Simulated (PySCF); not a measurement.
Ionisation energy of Al⁺ ([Ne] 3s² → [Ne] 3s). PySCF, dyall-acv3z, non-relativistic, unrestricted single determinants, no spin-orbit coupling. Methods marked “valence” freeze 10 core electrons; methods marked “subvalence” freeze 2 core electrons.

The results, method by method:

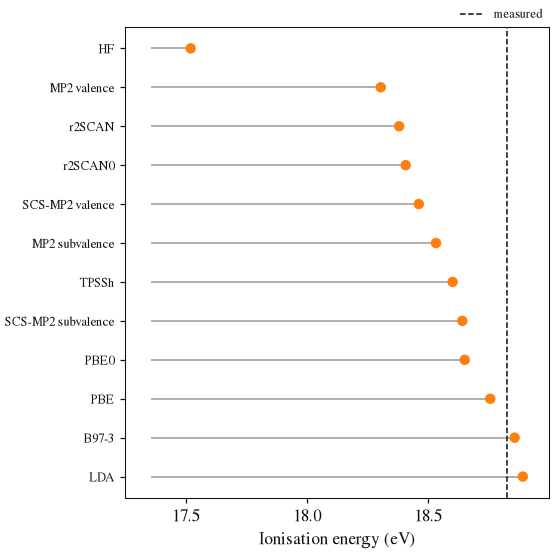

```tsv
Method	Ionisation energy (eV)
HF	17.52
LDA	18.89
PBE	18.76
PBE0	18.65
r2SCAN	18.38
TPSSh	18.60
B97-3	18.86
r2SCAN0	18.41
MP2 valence	18.31
SCS-MP2 valence	18.46
MP2 subvalence	18.53
SCS-MP2 subvalence	18.64
```

The values run from 17.52 eV (HF) to 18.89 eV (LDA). The measured value is 18.83 eV; nearest to it come B97-3 (+0.03) and LDA (+0.06), furthest HF (−1.31 eV).
